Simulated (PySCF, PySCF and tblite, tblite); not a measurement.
# C2H9SSi+: a path driven as pyramidal inversion, and NMR exchange

How fast is pyramidal inversion in C2H9SSi+ (`C[S+](C)[SiH3]`), and when do the exchanging lines merge?

Programs: PySCF 2.14.0 with density-fitted response routines of our own, and tblite 0.8.0. All values are computed, except where a source is named. Atoms count from 0 throughout.

## Step 1: The molecule as given

13 atoms, charge 1, multiplicity 1; geometry from: force field or distance geometry start.

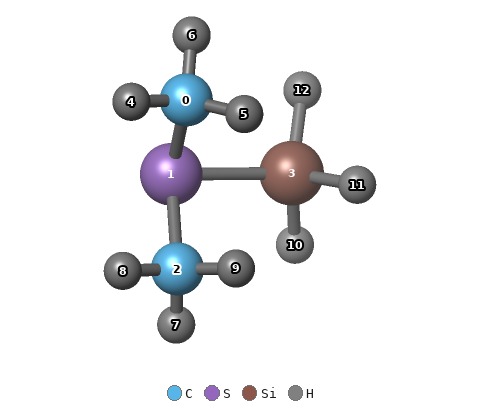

The starting geometry (carbon blue, sulfur purple, silicon brown, hydrogen grey), atoms numbered.

## Step 2: GFN2-xTB relaxation, start minimum

Job settings and geometry (Å):

```
{"job": {"xc": "GFN2-xTB", "basis": "xTB", "kind": "relax"}, "charge": 1, "multiplicity": 1}
C      0.323400     1.580500     0.728700
S      0.196300    -0.080300     1.408700
C      1.393500    -0.842400     0.280700
Si    -1.657900    -0.750200     0.618700
H      1.310300     1.979900     0.946000
H      0.142900     1.583000    -0.353600
H     -0.425500     2.227100     1.211600
H      1.409600    -1.914800     0.446000
H      2.383900    -0.439200     0.488300
H      1.121500    -0.631800    -0.760000
H     -1.782500    -2.216200     0.871300
H     -1.660800    -0.488500    -0.829200
H     -2.759000    -0.006500     1.295000
```

Launch:

```
OMP_NUM_THREADS=1 python ens_run.py task.json out
```

This one command runs the whole study; its stages follow in the order run.

The log of the run:

```text
step      E/eV     max force
  0    -365.13466    3.403
  1    -365.32540    1.751
  2    -365.39785    0.614
  3    -365.41474    0.369
  4    -365.42985    0.383
  5    -365.43803    0.359
  6    -365.44222    0.238
  7    -365.44451    0.094
  8    -365.44537    0.087
  9    -365.44622    0.064
 10    -365.44720    0.096
 11    -365.44813    0.094
 12    -365.44918    0.105
 13    -365.45037    0.107
 14    -365.45141    0.086
 15    -365.45202    0.049
 16    -365.45233    0.049
 17    -365.45263    0.047
 18    -365.45302    0.056
 19    -365.45341    0.043
 20    -365.45369    0.039
 21    -365.45389    0.034
 22    -365.45410    0.039
 23    -365.45428    0.035
 24    -365.45439    0.027
 25    -365.45443    0.014
 26    -365.45444    0.012
 27    -365.45445    0.010
 28    -365.45446    0.016
 29    -365.45447    0.022
 30    -365.45450    0.022
 31    -365.45452    0.013
 32    -365.45453    0.008
 33    -365.45454    0.010
 34    -365.45456    0.015
 35    -365.45458    0.018
 36    -365.45460    0.013
 37    -365.45461    0.010
 38    -365.45463    0.009
 39    -365.45464    0.009
 40    -365.45465    0.007
 41    -365.45465    0.004
 42    -365.45465    0.004
 43    -365.45466    0.006
 44    -365.45466    0.007
 45    -365.45467    0.006
 46    -365.45467    0.004
 47    -365.45467    0.003
 48    -365.45468    0.005
 49    -365.45468    0.007
 50    -365.45469    0.006
 51    -365.45469    0.006
 52    -365.45470    0.007
 53    -365.45471    0.007
 54    -365.45471    0.010
 55    -365.45472    0.009
 56    -365.45473    0.004
 57    -365.45473    0.004
 58    -365.45473    0.004
 59    -365.45474    0.006
 60    -365.45474    0.008
 61    -365.45475    0.007
 62    -365.45475    0.003
 63    -365.45475    0.003
```

It took 0.3 s on 1 thread of AMD EPYC 7B13, shared host.

Gain 0.320 eV; displacement 0.08 Å root mean square.

## Step 3: Relaxed scan, inversion

Job settings and geometry (Å):

```
{"job": {"xc": "GFN2-xTB", "basis": "xTB", "coordinate": [["t", [3, 0, 2, 1], 0.3333333333333333], ["t", [0, 2, 3, 1], 0.3333333333333333], ["t", [2, 3, 0, 1], 0.3333333333333333]], "kind": "drive"}, "charge": 1, "multiplicity": 1}
C      0.296238     1.628660     0.736954
S      0.234275    -0.063498     1.389399
C      1.404273    -0.883530     0.270554
Si    -1.789667    -0.800022     0.546221
H      1.288493     2.027027     0.929291
H      0.083831     1.639780    -0.327375
H     -0.436139     2.220663     1.277073
H      1.401708    -1.943532     0.504950
H      2.394257    -0.478999     0.461844
H      1.123869    -0.722505    -0.765497
H     -1.694112    -2.211003     0.884672
H     -1.618264    -0.459790    -0.863988
H     -2.693150     0.047237     1.308071
```

The log of the run:

```text
point  coordinate     E/eV
  0    -36.800     -365.35120
  1    -25.900     -365.11279
  2    -13.700     -364.86521
  3     -0.400     -364.71592
  4     13.700     -364.84544
  5     25.800     -365.09794
  6     36.700     -365.33702
  7     45.500     -365.42638
```

It took 1.9 s on 1 thread of AMD EPYC 7B13, shared host.

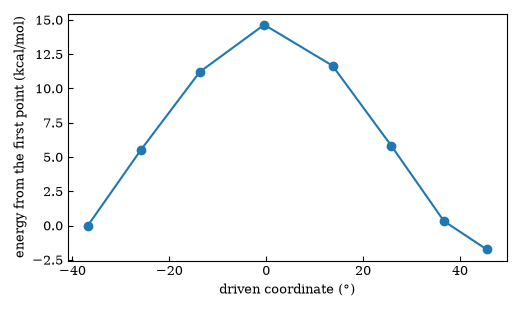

Energy along the scan.

## Step 4: Nudged elastic band, leg 1

Changed since step 3:

```diff
@@ -1,2 +1,2 @@
-{"job": {"xc": "GFN2-xTB", "basis": "xTB", "coordinate": [["t", [3, 0, 2, 1], 0.3333333333333333], ["t", [0, 2, 3, 1], 0.3333333333333333], ["t", [2, 3, 0, 1], 0.3333333333333333]], "kind": "drive"}, "charge": 1, "multiplicity": 1}
+{"job": {"xc": "GFN2-xTB", "basis": "xTB", "kind": "neb"}, "charge": 1, "multiplicity": 1}
 C      0.296238     1.628660     0.736954
```

The log of the run:

```text
image   E - E0 / eV
  0       0.0000
  1       0.1108
  2       0.8079
  3       0.1604
  4       0.0269
  5       0.0134
  6      -0.0000
```

Run time: 5.1 s. Hardware: 1 thread of AMD EPYC 7B13, shared host; peak memory 0.2 GiB.

The run did not converge, so its numbers are no properties of the molecule.

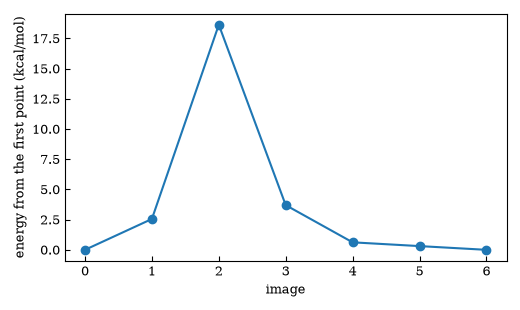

Energy along the band.

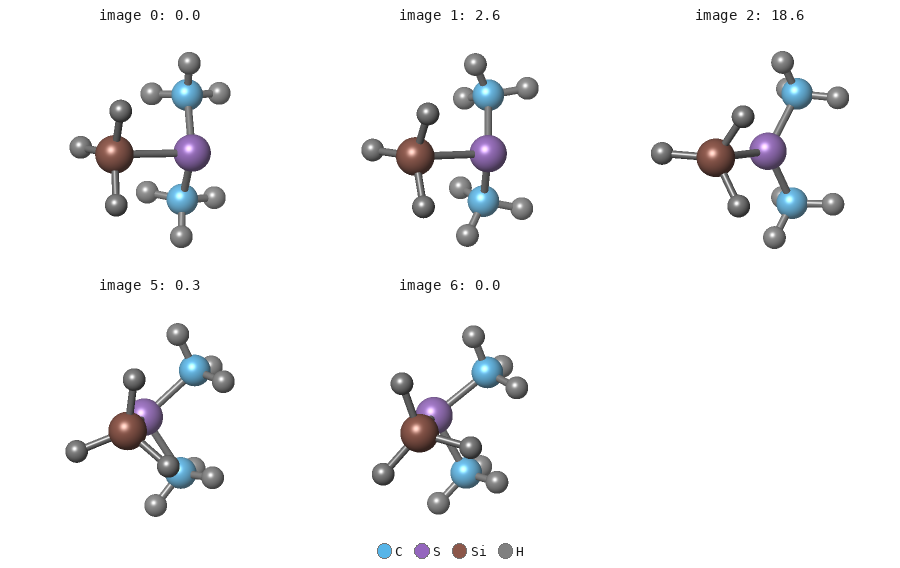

Images along the band, with energies in kcal/mol.

## Step 5: Saddle search, leg 1

Job settings and geometry (Å):

```
{"job": {"xc": "GFN2-xTB", "basis": "xTB", "kind": "saddle"}, "charge": 1, "multiplicity": 1}
C      0.417570     1.768005     0.174737
S      0.002293     0.002163     0.001541
C      1.572723    -0.867943    -0.310191
Si    -2.128513    -0.959704     0.128688
H      1.258088     1.851322     0.856218
H      0.659330     2.183356    -0.798372
H     -0.453799     2.260896     0.591716
H      1.379966    -1.926870    -0.176757
H      2.299265    -0.522751     0.418588
H      1.905573    -0.666112    -1.323407
H     -1.667321    -2.244218     0.628449
H     -2.580753    -0.894798    -1.253758
H     -2.664422     0.016653     1.062548
```

The log of the run:

```text
step      E/eV     max force
  0    -364.71592   0.1798
  1    -364.71615   0.1477
  2    -364.71787   0.1592
  3    -364.71805   0.1876
  4    -364.71909   0.2053
  5    -364.71393   0.2327
  6    -364.72134   0.0260
  7    -364.72074   0.0965
  8    -364.72148   0.0146
  9    -364.72149   0.0014
lowest wavenumbers (cm-1): -255.0 11.4 82.1 104.0 120.3 182.3
```

It took 2.7 s on 1 thread of AMD EPYC 7B13, shared host; peak memory 0.2 GiB.

Point group C1; 1 imaginary mode, 255i cm⁻¹, carried by S1, C2, C0. Steps downhill from it reached both ends.

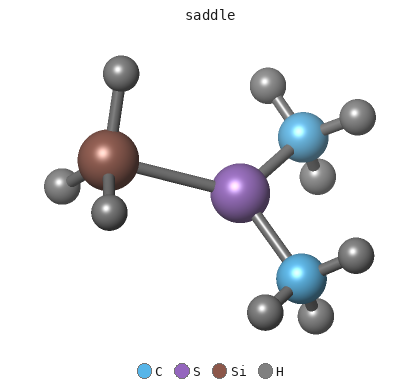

The saddle point.

## Step 6: DFT refinement, start: PBE0-D3(BJ)/def2-SVP

Job settings and geometry (Å):

```
{"job": {"xc": "PBE0", "basis": "def2-SVP", "kind": "refine"}, "charge": 1, "multiplicity": 1}
C      0.296238     1.628660     0.736954
S      0.234275    -0.063498     1.389399
C      1.404273    -0.883530     0.270554
Si    -1.789667    -0.800022     0.546221
H      1.288493     2.027027     0.929291
H      0.083831     1.639780    -0.327375
H     -0.436139     2.220663     1.277073
H      1.401708    -1.943532     0.504950
H      2.394257    -0.478999     0.461844
H      1.123869    -0.722505    -0.765497
H     -1.694112    -2.211003     0.884672
H     -1.618264    -0.459790    -0.863988
H     -2.693150     0.047237     1.308071
```

The log of the run:

```text
step      E/eV     max force
  0    -20909.79020   1.0876
  1    -20909.86549   0.3084
  2    -20909.86938   0.0674
  3    -20909.86974   0.0343
  4    -20909.86971   0.0351
  5    -20909.86985   0.0075
```

It took 29 s on 1 thread of AMD EPYC 7B13, shared host; peak memory 0.55 GiB.

The energy fell by 0.080 eV, and the atoms moved 0.05 Å (root mean square).

DFT refinement, saddle of leg 1: PBE0-D3(BJ)/def2-SVP:

Job settings and geometry (Å):

```
{"job": {"xc": "PBE0", "basis": "def2-SVP", "kind": "refine"}, "charge": 1, "multiplicity": 1}
C      0.411414     1.770757     0.084543
S     -0.001296    -0.000787    -0.010576
C      1.581186    -0.865388    -0.270391
Si    -2.129087    -0.963698     0.194464
H      1.090004     1.926767     0.917615
H      0.863266     2.075386    -0.854474
H     -0.518774     2.303913     0.247709
H      1.359045    -1.925755    -0.317934
H      2.236411    -0.651537     0.568452
H      2.014338    -0.526392    -1.206379
H     -1.634127    -2.309440     0.436267
H     -2.685983    -0.660279    -1.116896
H     -2.586394    -0.173548     1.327599
```

The log of the run:

```text
step      E/eV     max force
  0    -20909.01622   1.5591
  1    -20909.15126   0.5935
  2    -20909.18924   0.1069
  3    -20909.18336   0.2404
  4    -20909.19123   0.0510
  5    -20909.19179   0.0772
  6    -20909.19134   0.0823
  7    -20909.19209   0.0282
  8    -20909.19207   0.0477
  9    -20909.19168   0.0919
 10    -20909.19216   0.0439
 11    -20909.19233   0.0189
 12    -20909.19231   0.0587
 13    -20909.19244   0.0094
```

Run time: 67 s. Hardware: 1 thread of AMD EPYC 7B13, shared host; peak memory 0.55 GiB.

The energy fell by 0.176 eV, and the atoms moved 0.12 Å (root mean square).

## Step 7: Shieldings, start: revPBE/pcSseg-1

Job settings and geometry (Å):

```
{"job": {"kind": "nmr", "xc": "revPBE", "basis": "pcSseg-1", "pop": false}, "charge": 1, "multiplicity": 1}
C      0.294086     1.657515     0.732624
S      0.237320    -0.050440     1.325667
C      1.422969    -0.901441     0.256872
Si    -1.753049    -0.786203     0.556710
H      1.292332     2.049038     0.971392
H      0.098474     1.710768    -0.346782
H     -0.459250     2.222033     1.299064
H      1.387757    -1.967779     0.519155
H      2.418248    -0.503841     0.498050
H      1.184338    -0.747596    -0.804096
H     -1.709573    -2.223927     0.910506
H     -1.709010    -0.495960    -0.898502
H     -2.709030     0.038319     1.331509
```

The log of the run:

```text
coarse grid: 11000 points
cycle   1  E = -768.7884323826  dE =  2.298e-01  |g| = 3.810e-01  |ddm| = 3.054e+00
cycle   2  E = -768.7408424744  dE =  4.759e-02  |g| = 5.637e-01  |ddm| = 8.455e-01
cycle   3  E = -768.8242680165  dE = -8.343e-02  |g| = 6.100e-02  |ddm| = 5.437e-01
cycle   4  E = -768.8252689195  dE = -1.001e-03  |g| = 1.001e-02  |ddm| = 7.623e-02
cycle   5  E = -768.8252934265  dE = -2.451e-05  |g| = 3.531e-03  |ddm| = 1.676e-02
cycle   6  E = -768.8252972722  dE = -3.846e-06  |g| = 5.974e-04  |ddm| = 5.601e-03
final grid: 94440 points
cycle   7  E = -768.8585852565  dE = -1.696e-05  |g| = 1.199e-02  |ddm| = 3.147e-02
cycle   8  E = -768.8585240989  dE =  6.116e-05  |g| = 1.958e-02  |ddm| = 2.401e-02
cycle   9  E = -768.8586195778  dE = -9.548e-05  |g| = 1.063e-03  |ddm| = 1.579e-02
cycle  10  E = -768.8586199095  dE = -3.318e-07  |g| = 1.884e-04  |ddm| = 1.564e-03
cycle  11  E = -768.8586199212  dE = -1.167e-08  |g| = 4.518e-05  |ddm| = 3.070e-04
cycle  12  E = -768.8586199217  dE = -5.762e-10  |g| = 1.042e-05  |ddm| = 7.000e-05
converged SCF energy = -768.8586199217

GIAO shielding tensors (ppm)
atom      isotropic    diamagn.    paramagn.     s11        s22        s33       span
  0 C      153.946     253.447     -99.500    135.311    143.961    182.567     47.256
  1 S      520.117    1059.193    -539.076    402.735    542.315    615.301    212.567
  2 C      153.929     253.656     -99.728    135.288    143.941    182.558     47.269
  3 Si     357.668     879.726    -522.058    313.869    341.329    417.806    103.937
  4 H       28.306      28.816      -0.510     23.384     25.527     36.006     12.622
  5 H       28.874      31.453      -2.579     24.448     26.941     35.232     10.785
  6 H       28.552      29.014      -0.461     23.777     25.535     36.345     12.568
  7 H       28.552      29.322      -0.770     23.777     25.538     36.343     12.566
  8 H       28.304      28.979      -0.675     23.382     25.525     36.005     12.623
  9 H       28.873      31.647      -2.774     24.450     26.938     35.231     10.781
 10 H       26.198      27.938      -1.740     22.546     24.435     31.612      9.066
 11 H       26.480      29.096      -2.617     23.077     25.327     31.035      7.959
 12 H       26.197      27.879      -1.682     22.546     24.433     31.613      9.067
```

Wall time 12 s (1 thread of AMD EPYC 7B13, shared host); peak memory 0.58 GiB.

This run: HOMO -12.60 eV, LUMO -6.15 eV.

## Step 8: Shieldings, saddle of leg 1: revPBE/pcSseg-1

Job settings and geometry (Å):

```
{"job": {"kind": "nmr", "xc": "revPBE", "basis": "pcSseg-1", "pop": false}, "charge": 1, "multiplicity": 1}
C      0.363511     1.811264     0.071042
S      0.061730     0.043076    -0.031525
C      1.556566    -0.931503    -0.247938
Si    -1.954566    -0.878425     0.167897
H      1.035624     2.012040     0.915476
H      0.779068     2.165540    -0.880858
H     -0.613000     2.280646     0.252496
H      1.237834    -1.982516    -0.257495
H      2.228000    -0.750632     0.601333
H      2.021747    -0.670663    -1.207026
H     -1.519010    -2.285548     0.328534
H     -2.680069    -0.581055    -1.087542
H     -2.517434    -0.232224     1.375605
```

The log of the run:

```text
coarse grid: 11000 points
cycle   1  E = -768.7711310851  dE =  2.665e-01  |g| = 3.413e-01  |ddm| = 3.069e+00
cycle   2  E = -768.7364963171  dE =  3.463e-02  |g| = 4.906e-01  |ddm| = 7.704e-01
cycle   3  E = -768.8006853644  dE = -6.419e-02  |g| = 5.255e-02  |ddm| = 4.760e-01
cycle   4  E = -768.8013986558  dE = -7.133e-04  |g| = 7.759e-03  |ddm| = 5.670e-02
cycle   5  E = -768.8014105237  dE = -1.187e-05  |g| = 3.006e-03  |ddm| = 1.129e-02
cycle   6  E = -768.8014126627  dE = -2.139e-06  |g| = 8.009e-04  |ddm| = 3.954e-03
final grid: 94440 points
cycle   7  E = -768.8351945035  dE = -1.549e-05  |g| = 1.236e-02  |ddm| = 2.730e-02
cycle   8  E = -768.8351438488  dE =  5.065e-05  |g| = 1.889e-02  |ddm| = 2.450e-02
cycle   9  E = -768.8352301667  dE = -8.632e-05  |g| = 1.220e-03  |ddm| = 1.541e-02
cycle  10  E = -768.8352305948  dE = -4.281e-07  |g| = 2.087e-04  |ddm| = 1.691e-03
cycle  11  E = -768.8352306071  dE = -1.233e-08  |g| = 6.347e-05  |ddm| = 2.763e-04
cycle  12  E = -768.8352306082  dE = -1.113e-09  |g| = 1.255e-05  |ddm| = 8.575e-05
cycle  13  E = -768.8352306083  dE = -4.070e-11  |g| = 1.707e-06  |ddm| = 1.649e-05
converged SCF energy = -768.8352306083

GIAO shielding tensors (ppm)
atom      isotropic    diamagn.    paramagn.     s11        s22        s33       span
  0 C      155.989     251.437     -95.448    133.424    147.900    186.643     53.219
  1 S      624.922    1063.415    -438.493    332.689    672.232    869.845    537.157
  2 C      153.623     251.322     -97.699    127.275    147.275    186.319     59.044
  3 Si     351.262     879.014    -527.752    302.379    331.819    419.589    117.210
  4 H       28.021      29.176      -1.155     22.731     25.742     35.588     12.858
  5 H       27.968      29.056      -1.087     22.637     25.667     35.601     12.965
  6 H       28.665      29.577      -0.912     23.364     26.046     36.586     13.222
  7 H       28.700      29.751      -1.051     23.568     26.152     36.382     12.814
  8 H       27.947      29.198      -1.250     22.655     25.691     35.496     12.841
  9 H       27.909      29.085      -1.176     22.578     25.637     35.511     12.933
 10 H       25.956      28.046      -2.090     22.459     24.806     30.602      8.142
 11 H       25.660      27.441      -1.781     21.381     24.351     31.247      9.866
 12 H       25.673      27.629      -1.957     21.597     24.498     30.923      9.326
```

Run time: 13 s. Hardware: 1 thread of AMD EPYC 7B13, shared host; peak memory 0.52 GiB.

Key values: HOMO -11.27 eV, LUMO -6.67 eV.

## Step 9: Barriers, rates and exchange

Job settings and geometry (Å):

```
{"job": {"smiles": "C[S+](C)[SiH3]", "charge": 1, "mult": 1, "motion": "inversion", "what": "onium", "atoms": [1], "drives": [{"terms": [["t", [3, 0, 2, 1], 0.3333333333333333], ["t", [0, 2, 3, 1], 0.3333333333333333], ["t", [2, 3, 0, 1], 0.3333333333333333]], "neg": true, "n": 8}], "study": "path", "level": {"kind": "nmr", "xc": "revPBE", "basis": "pcSseg-1"}, "fields": [90, 100, 300], "first": 2, "seed": 145, "refine": {"xc": "PBE0", "basis": "def2-SVP"}, "kind": "path"}, "charge": 1, "multiplicity": 1}
C      0.296238     1.628660     0.736954
S      0.234275    -0.063498     1.389399
C      1.404273    -0.883530     0.270554
Si    -1.789667    -0.800022     0.546221
H      1.288493     2.027027     0.929291
H      0.083831     1.639780    -0.327375
H     -0.436139     2.220663     1.277073
H      1.401708    -1.943532     0.504950
H      2.394257    -0.478999     0.461844
H      1.123869    -0.722505    -0.765497
H     -1.694112    -2.211003     0.884672
H     -1.618264    -0.459790    -0.863988
H     -2.693150     0.047237     1.308071
```

The log of the run:

```text
stationary points (kcal/mol above the start)
  n  kind          group   xTB      DFT    lowest mode
  0  minimum      Cs       0.00     0.00      70.5
  1  saddle       C1      16.91    16.04    -255.0
  2  minimum      Cs      -0.00     0.00      69.4

GFN2-xTB energies: T/K, barrier G, reaction G (kcal/mol), k forward, k back (1/s)
 150.00    15.43    -0.00   2.04e-10      2e-10
 200.00    15.33    -0.01   0.000148   0.000147
 250.00    15.24    -0.01      0.492      0.487
 298.15    15.18    -0.01       92.6       91.7
 350.00    15.13    -0.01   5.19e+03   5.14e+03
 400.00    15.10    -0.01   9.33e+04   9.26e+04
 500.00    15.09    -0.01   5.29e+06   5.26e+06

PBE0-D3(BJ)/def2-SVP energies: T/K, barrier G, reaction G (kcal/mol), k forward, k back (1/s)
 150.00    14.15    -0.00   1.53e-08   1.51e-08
 200.00    14.04    -0.00    0.00379    0.00375
 250.00    13.96    -0.01       6.58       6.51
 298.15    13.89    -0.01        814        807
 350.00    13.84    -0.01   3.31e+04   3.28e+04
 400.00    13.82    -0.01   4.72e+05   4.68e+05
 500.00    13.80    -0.01   1.93e+07   1.92e+07

revPBE/pcSseg-1 + D3(BJ) energies: T/K, barrier G, reaction G (kcal/mol), k forward, k back (1/s)
 150.00    14.57    -0.00   3.74e-09   3.68e-09
 200.00    14.46    -0.00    0.00132     0.0013
 250.00    14.38    -0.01       2.82       2.79
 298.15    14.31    -0.01        401        397
 350.00    14.26    -0.01   1.81e+04   1.79e+04
 400.00    14.24    -0.01   2.78e+05   2.76e+05
 500.00    14.22    -0.01   1.27e+07   1.26e+07
```

It took 2.2 min on 1 thread of AMD EPYC 7B13, shared host; peak memory 0.58 GiB. This counts the whole study up to here.

Barriers by level (kcal/mol; entropies in cal/(mol K)). Zero-point and thermal terms come from xTB in every row. ΔG‡ leaves symmetry out; the rate counts equivalent paths (a factor of 2); effective ΔG‡, where given, is the barrier that would give that rate by Eyring's equation alone:

```tsv
level	ΔE‡	with zero-point	ΔH‡	ΔS‡	ΔG‡ (298 K)	ΔE of reaction	k at 298 K (1/s)	effective ΔG‡
GFN2-xTB	16.91	15.80	15.84	2.2	15.18	0.00	93	14.77
PBE0-D3(BJ)/def2-SVP	15.62	14.51	14.55	2.2	13.89	0.00	8.1e+02	13.48
revPBE/pcSseg-1 + D3(BJ)	16.04	14.93	14.97	2.2	14.31	0.00	4e+02	13.90
```

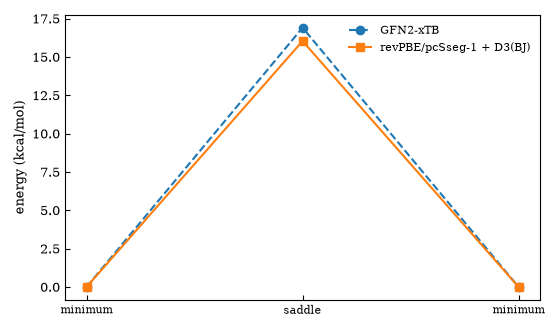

The xTB stationary points, at both levels.

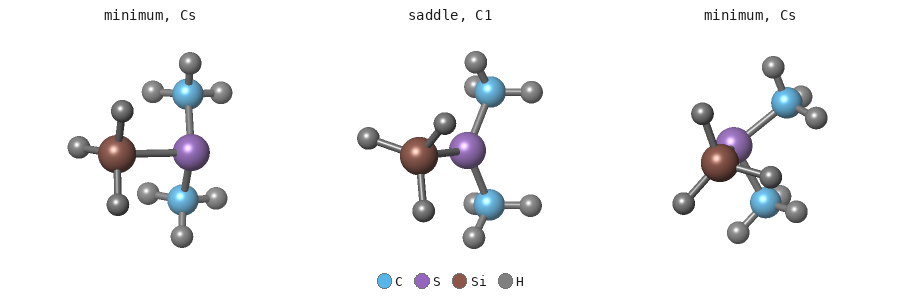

The stationary points in order.

## Step 10: Summary of results

```
                               quantity                               value
     barrier (revPBE/pcSseg-1 + D3(BJ))  ΔE‡ 16.0, ΔG‡(298 K) 14.3 kcal/mol
                     barrier (GFN2-xTB)                   ΔE‡ 16.9 kcal/mol
                          rate at 298 K                           4e+02 s⁻¹
                        end of the path   the start, renumbered or mirrored
stages that failed or stayed incomplete                                   1
```

DFT puts the top 16.0 kcal/mol above the start (xTB: 16.9); the rate from the DFT barrier is 4e+02 s⁻¹ at 298 K. An error of 1.4 kcal/mol changes that rate tenfold. No two sites that the motion interchanges differ enough in shielding to show exchange.
